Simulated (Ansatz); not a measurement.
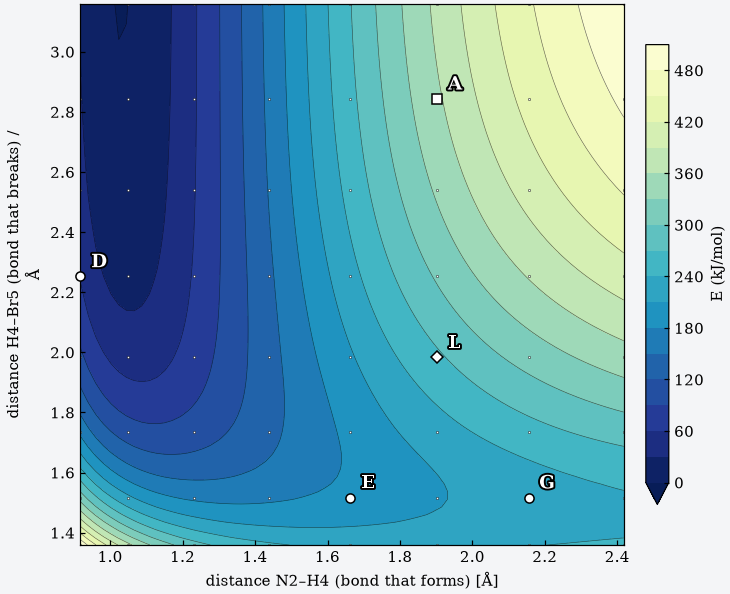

The reacting system BrClH3MgN. Coordinates scanned: (1) distance N2–H4 (bond that forms); (2) distance H4–Br5 (bond that breaks). Relaxed at each point: all other coordinates. The grid has 8 × 8 points. Points are written as (first, second). Energies: kJ/mol, counted from the lowest grid point. The reference is spin-restricted, so regions where a bond is pulled apart into radicals lie too high. The calculation used RKS B3LYP-D4/def2-SVP in Ansatz 0.2.0.

Drawn: filled contours, dots at the grid points, lettered points. Between grid points the surface is interpolated.

Question: Is A the lowest point of the computed grid?

Answer: No. A lies 355 kJ/mol above the lowest grid point, which is at (1.050 Å, 3.159 Å).

Question: What kind of point is each of A, L: minimum, saddle, maximum or slope?

Answer: A: on a slope; L: on a slope. (In these two coordinates alone; a stationary point may lie a little off the grid point.)

Question: Rank the lettered points by energy, lowest first.

Answer: D (58 kJ/mol), E (190 kJ/mol), G (224 kJ/mol), L (265 kJ/mol), A (355 kJ/mol).
